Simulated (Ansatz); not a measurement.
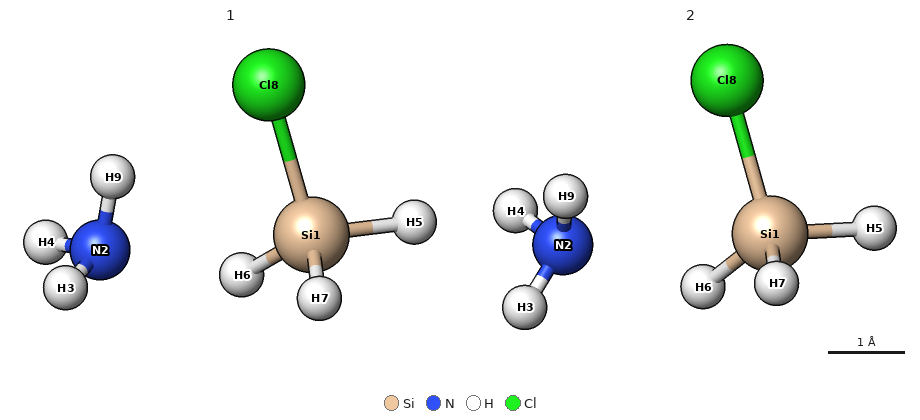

Two geometries of SiNH₆Cl, drawn at one scale. One is the start of a relaxation, the other its converged end. Style: ball-and-stick. Shown at a tilt.

The calculation used RKS B3LYP-D4/cc-pVDZ in Ansatz. Set-up: no spin polarisation; force threshold 0.03 eV/Å; at most 50 steps.

Which geometry has the lower energy?

Answer. Structure 2 is the relaxed one. The run prepares an end point of a later path (reaction) calculation, from a guessed geometry. The atom that moves furthest after the best rigid fit is H9 (0.55 Å). Largest moves by element: H 0.55 Å, Cl 0.35 Å, N 0.08 Å, Si 0.03 Å. Among the contacts that change: N2–H9 1.039 → 1.024 Å, Si1–Cl8 2.127 → 2.114 Å. The energy falls by 3.11 kJ/mol in 15 accepted moves (18 points after the start). Largest force component: 0.53 eV/Å at the start, 0.013 eV/Å at the end. The line search rejected the trial steps at points 9, 10, 12 of the run. The forces were under the threshold at step 11, but the run went on from there.

Limits of the set-up: the start holds two separate molecules, 2.6 Å apart at their closest, whose relative position is a soft coordinate.
